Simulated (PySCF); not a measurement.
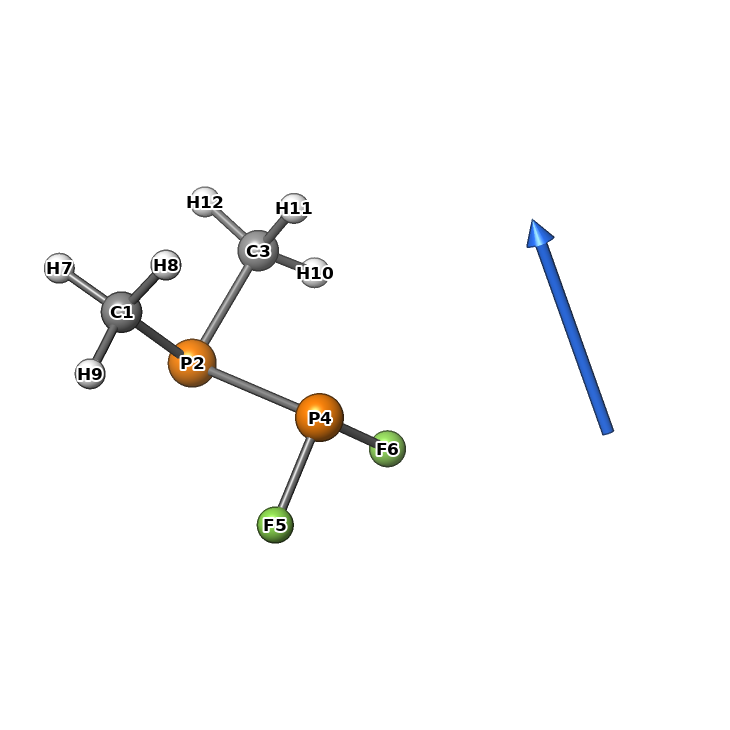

The arrow beside the molecule shows the direction of the dipole moment, from the negative to the positive end (its length means nothing). The geometry was computed by an optimisation with PBE0-D3(BJ)/def2-SVP. No frequency run is at hand to confirm it as a minimum. Properties computed with CAM-B3LYP/pcSseg-1, gas phase (PySCF 2.14.0).

### Estimate the dipole moment.

2.99 D; it points from the side of F5, F6 to the side of H7 (the outermost atoms at the two ends).
